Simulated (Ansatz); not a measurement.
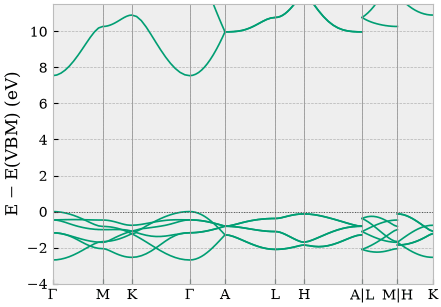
Fig. 1. Band structure from plane-wave PAW PBE (Ansatz code)

### Question
Read off the gap and where the band edges lie.

### Answer
About 7.5 eV (7.54 eV by a search for the band edges); maximum at Γ, minimum at Γ.

The material is LiF in space group P6_3/mmc (No. 194; Li on 2d, F on 2c).

The start of the workflow was typed in or built on a structure type; neither database checked (COD, Materials Project) lists it. It is not the phase usual at ambient conditions (space group No. 225). The cell was relaxed with PBE under the symmetry of its start; whether a distortion lowers the energy is not shown.

Potentials: the earlier of the program's two PAW sets.
